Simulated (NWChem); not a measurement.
**C3H5FGe (SMILES FC1=C[CH]1[GeH3]) at 3 levels**

Wanted: a comparison of 3 runs (HF/STO-3G, HF/3-21G, B3LYP/6-31G*) of C3H5FGe. 

The calculation is run with NWChem 7.3.0.

### Step 1. Starting point

C3H5FGe: 10 atoms, total charge 0, spin state singlet. As SMILES, `FC1=C[CH]1[GeH3]`. The shape is that of a PBE0-D4/def2-TZVP optimisation.

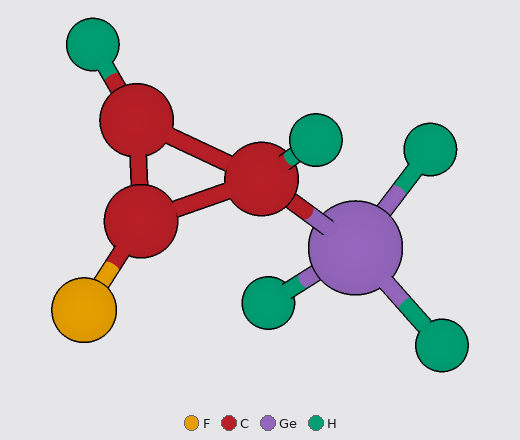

The structure, seen from a chosen angle (fluorine amber, carbon red, germanium purple, hydrogen teal).

### Step 2. Energy and gradient at HF/STO-3G (run 1)

run.xyz reads:

```xyz
10

F     -1.457900    -1.607500     1.558500
C     -0.617800    -1.313700     0.604300
C      0.462800    -1.586100    -0.020400
C     -0.367000    -0.337800    -0.458200
Ge     0.276900     1.479000    -0.094600
H      1.359200    -2.142900    -0.219500
H     -0.947900    -0.429600    -1.381300
H      1.029300     1.470500     1.248000
H     -0.890500     2.481100    -0.023600
H      1.235900     1.935900    -1.210200
```

run.py reads:

```python
from ase.io import read
from ase.calculators.nwchem import NWChem

molecule = read('run.xyz')

calc = NWChem(
    label='run',
    theory='scf',
    memory='2200 mb',
    basis='STO-3G',
    basispar='spherical bse',
    scf={'nopen': '0', 'rhf': None, 'thresh': '1e-08', 'maxiter': '80'},
)
molecule.calc = calc

forces = molecule.get_forces()
e = molecule.get_potential_energy()
print(f"E = {e:.6f} eV")
print("forces (eV/A):")
for s, f in zip(molecule.symbols, forces):
    print(f"{s:2s} {f[0]:10.5f} {f[1]:10.5f} {f[2]:10.5f}")
print("dipole (e A):", molecule.get_dipole_moment().round(4))
```

Run with:

```sh
export ASE_NWCHEM_COMMAND="nwchem PREFIX.nwi > PREFIX.nwo"
python run.py
```

The log of the run:

```text
E = -61628.136353 eV
forces (eV/A):
F    -1.18759   -0.42459    1.34839
C     0.96709   -0.79344   -0.30956
C    -0.85484    1.23865   -0.57978
C     1.44681    0.89665   -0.58061
Ge    0.41312    1.20127    0.14516
H    -0.12331   -0.04731    0.10840
H     0.08917   -0.10058    0.23886
H    -1.01430    0.04335   -1.79859
H     1.54292   -1.37821   -0.07245
H    -1.27902   -0.63578    1.50019
dipole (e A): [ 0.1012 -0.0202 -0.0728]
```

The calculator wrote run.nwi:

```
title "run"

permanent_dir run

scratch_dir run

start run

geometry units angstrom nocenter noautosym noautoz
  F  -1.4579000000000000e+00 -1.6074999999999999e+00 1.5585000000000000e+00
  C  -6.1780000000000002e-01 -1.3137000000000001e+00 6.0429999999999995e-01
  C  4.6279999999999999e-01 -1.5861000000000001e+00 -2.0400000000000001e-02
  C  -3.6699999999999999e-01 -3.3779999999999999e-01 -4.5820000000000000e-01
  Ge 2.7689999999999998e-01 1.4790000000000001e+00 -9.4600000000000004e-02
  H  1.3592000000000000e+00 -2.1429000000000000e+00 -2.1950000000000000e-01
  H  -9.4789999999999996e-01 -4.2959999999999998e-01 -1.3813000000000000e+00
  H  1.0293000000000001e+00 1.4704999999999999e+00 1.2480000000000000e+00
  H  -8.9049999999999996e-01 2.4811000000000001e+00 -2.3599999999999999e-02
  H  1.2359000000000000e+00 1.9359000000000000e+00 -1.2101999999999999e+00
end

memory 2200 mb

basis spherical bse noprint
   * library STO-3G
end

scf
  nopen 0
  rhf
  thresh 1e-08
  maxiter 80
end

task scf gradient
```

run.nwo:

```text
Northwest Computational Chemistry Package (NWChem) 7.3.0
             --------------------------------------------------------

           Job information
           ---------------

    nwchem branch   = 7.3.0
    use scalapack   = T
    input           = run.nwi
    prefix          = run.
    data base       = run/run.db
    status          = startup
    nproc           =        1

           Memory information
           ------------------

[... 5 lines left out ...]
    hardfail = no
[... 141 lines left out ...]
         Quadratically convergent ROHF
[... 15 lines left out ...]
       Final RHF  results
[... 4 lines left out ...]
      Two-electron energy =   1220.802840814014
[... 51 lines left out ...]
                       ROHF Final Molecular Orbital Analysis
[... 272 lines left out ...]
                 ----------------------------------------
                 |  Time  |  1-e(secs)   |  2-e(secs)   |
                 ----------------------------------------
                 |  CPU   |       0.00   |       0.68   |
                 ----------------------------------------
                 |  WALL  |       0.00   |       0.68   |
                 ----------------------------------------

 Task  times  cpu:        4.5s     wall:        4.5s
 Total times  cpu:        4.6s     wall:        4.6s
```

Wall time 5.7 s (1 thread of Intel Xeon 6975P-C (Granite Rapids), shared host); peak memory 0.093 GiB.

### Step 3. Energy and gradient at HF/3-21G (run 2)

sp.nw reads:

```
start sp
memory 2200 mb

geometry units bohr noautosym nocenter noautoz
F     -2.75503172    -3.03773475     2.94513817
C     -1.16747280    -2.48253321     1.14196150
C      0.87456525    -2.99729461    -0.03855041
C     -0.69352949    -0.63834948    -0.86587251
Ge     0.52326516     2.79490494    -0.17876809
H      2.56851575    -4.04949411    -0.41479488
H     -1.79127139    -0.81182634    -2.61027870
H      1.94509510     2.77884227     2.35837820
H     -1.68280111     4.68859949    -0.04459754
H      2.33551252     3.65832080    -2.28694656
end

basis spherical bse
* library 3-21G
end

scf
nopen 0
rhf
thresh 1e-08
maxiter 80
noprint "final vectors analysis"
end

task scf gradient
```

Run with:

```sh
nwchem sp.nw > sp.out
```

The log of the run:

```text
[...]
  functions       =    68
[...]
  wavefunction    = RHF
[...]
         Total SCF energy =  -2279.961972312345
      One-electron energy =  -3801.331563884466
      Two-electron energy =   1207.966247360866
 Nuclear repulsion energy =    313.403344211254
        Time for solution =      4.4s
[...]
                         RHF ENERGY GRADIENTS
    atom               coordinates                        gradient
                 x          y          z           x          y          z
   1 F      -2.755032  -3.037735   2.945138    0.012267   0.005312  -0.015240
   2 C      -1.167473  -2.482533   1.141962   -0.020976   0.007912   0.013650
   3 C       0.874565  -2.997295  -0.038550   -0.005986   0.011349  -0.006464
   4 C      -0.693529  -0.638349  -0.865873    0.005551  -0.022539   0.018473
   5 Ge      0.523265   2.794905  -0.178768    0.001365   0.003162   0.002123
   6 H       2.568516  -4.049494  -0.414795    0.012639  -0.006399  -0.003286
   7 H      -1.791271  -0.811826  -2.610279   -0.005350   0.000305  -0.008999
   8 H       1.945095   2.778842   2.358378    0.000075   0.000662  -0.000528
   9 H      -1.682801   4.688599  -0.044598    0.000742  -0.000117  -0.000247
  10 H       2.335513   3.658321  -2.286947   -0.000328   0.000355   0.000517
[...]
```

Wall time 6.3 s (1 thread of Intel Xeon 6975P-C (Granite Rapids), shared host); peak memory 0.096 GiB.

### Step 4. Energy and forces at B3LYP/6-31G(d) (Cartesian functions) (run 3)

c3h5fge.xyz reads:

```xyz
10
C3H5FGe
F     -1.457900    -1.607500     1.558500
C     -0.617800    -1.313700     0.604300
C      0.462800    -1.586100    -0.020400
C     -0.367000    -0.337800    -0.458200
Ge     0.276900     1.479000    -0.094600
H      1.359200    -2.142900    -0.219500
H     -0.947900    -0.429600    -1.381300
H      1.029300     1.470500     1.248000
H     -0.890500     2.481100    -0.023600
H      1.235900     1.935900    -1.210200
```

run.py reads:

```python
from ase.io import read
from ase.calculators.nwchem import NWChem

mol = read('c3h5fge.xyz')

calc = NWChem(
    label='c3h5fge',
    theory='dft',
    memory='2200 mb',
    basis='6-31G*',
    dft={'xc': 'b3lyp', 'mult': '1', 'grid': 'fine', 'convergence': 'energy 1e-08', 'iterations': '100', 'mulliken': None},
)
mol.calc = calc

forces = mol.get_forces()
e = mol.get_potential_energy()
print(f"E = {e:.6f} eV")
print("forces (eV/A):")
for s, f in zip(mol.symbols, forces):
    print(f"{s:2s} {f[0]:10.5f} {f[1]:10.5f} {f[2]:10.5f}")
print("dipole (e A):", mol.get_dipole_moment().round(4))
```

Run with:

```sh
export ASE_NWCHEM_COMMAND="nwchem PREFIX.nwi > PREFIX.nwo"
python run.py
```

The log of the run:

```text
E = -62417.532040 eV
forces (eV/A):
F    -0.49021   -0.18558    0.58153
C    -0.07245    0.05507   -0.02900
C     0.52574   -0.28354   -0.18034
C    -0.05615    0.15596   -0.25403
Ge   -0.00411    0.07199   -0.02175
H     0.08809   -0.05682   -0.02273
H    -0.05847    0.04489   -0.11282
H     0.06618    0.02355    0.10927
H    -0.08798    0.11184    0.01419
H     0.08932    0.06263   -0.08428
dipole (e A): [ 0.0996 -0.1706 -0.1242]
```

The calculator wrote c3h5fge.nwi:

```
title "c3h5fge"

permanent_dir c3h5fge

scratch_dir c3h5fge

start c3h5fge

geometry units angstrom nocenter noautosym noautoz
  F  -1.4579000000000000e+00 -1.6074999999999999e+00 1.5585000000000000e+00
  C  -6.1780000000000002e-01 -1.3137000000000001e+00 6.0429999999999995e-01
  C  4.6279999999999999e-01 -1.5861000000000001e+00 -2.0400000000000001e-02
  C  -3.6699999999999999e-01 -3.3779999999999999e-01 -4.5820000000000000e-01
  Ge 2.7689999999999998e-01 1.4790000000000001e+00 -9.4600000000000004e-02
  H  1.3592000000000000e+00 -2.1429000000000000e+00 -2.1950000000000000e-01
  H  -9.4789999999999996e-01 -4.2959999999999998e-01 -1.3813000000000000e+00
  H  1.0293000000000001e+00 1.4704999999999999e+00 1.2480000000000000e+00
  H  -8.9049999999999996e-01 2.4811000000000001e+00 -2.3599999999999999e-02
  H  1.2359000000000000e+00 1.9359000000000000e+00 -1.2101999999999999e+00
end

memory 2200 mb

basis noprint
   * library 6-31G*
end

dft
  xc b3lyp
  mult 1
  grid fine
  convergence energy 1e-08
  iterations 100
  mulliken
end

task dft gradient
```

c3h5fge.nwo:

```text
Northwest Computational Chemistry Package (NWChem) 7.3.0
             --------------------------------------------------------

           Job information
           ---------------

    nwchem branch   = 7.3.0
    use scalapack   = T
    input           = c3h5fge.nwi
    prefix          = c3h5fge.
    data base       = c3h5fge/c3h5fge.db
    status          = startup
    nproc           =        1

           Memory information
           ------------------

[... 5 lines left out ...]
    hardfail = no
[... 112 lines left out ...]
  convergence criterion.
[... 43 lines left out ...]
          Spatial weights used:  Erf1
[... 32 lines left out ...]
 1-e energy   =   -3811.225458
[... 44 lines left out ...]
           Coulomb energy =     1314.064716302717
[... 804 lines left out ...]
          Convergence on density requested:  1.00D-05
[... 29 lines left out ...]
          total energy or number of iterations.
[... 36 lines left out ...]
                 ----------------------------------------
                 |  Time  |  1-e(secs)   |  2-e(secs)   |
                 ----------------------------------------
                 |  CPU   |       0.01   |       5.37   |
                 ----------------------------------------
                 |  WALL  |       0.01   |       5.37   |
                 ----------------------------------------

 Task  times  cpu:       35.8s     wall:       35.8s
 Total times  cpu:       35.8s     wall:       35.8s
```

Wall time 37 s (1 thread of Intel Xeon 6975P-C (Granite Rapids), shared host); peak memory 0.12 GiB.

### Step 5. Overview of the runs

| run | level | Cartesian functions | iteration cap | energy (Eh) | dipole moment (D) | HOMO energy (eV) | LUMO energy (eV) | wall time |
| --- | --- | --- | --- | --- | --- | --- | --- | --- |
| 1 | HF/STO-3G | no | 80 | -2264.792256 | 0.61 | -7.24 | 9.00 | 5.7 s |
| 2 | HF/3-21G | no | 80 | -2279.961972 | 1.29 | – | – | 6.3 s |
| 3 | B3LYP/6-31G* (Cartesian functions) | yes | 100 | -2293.802013 | 1.12 | -6.47 | 0.42 | 37 s |

### Step 6. Results

| quantity | value |
| --- | --- |
| run 3: total energy | -2293.80201 Eh |
| run 3: dipole moment | 1.12 D |
| run 3: HOMO energy | -6.47 eV |
| run 3: LUMO energy | 0.42 eV |
| run 3: HOMO–LUMO gap | 6.90 eV |
| run 3: largest force on an atom | 0.783 eV/Å |

What this shows: The dipole moment (its size) runs from 0.61 D (HF/STO-3G) to 1.29 D (HF/3-21G). In run 1 the basis is minimal, so the values are rough. All runs together took 49 s, the longest 37 s.
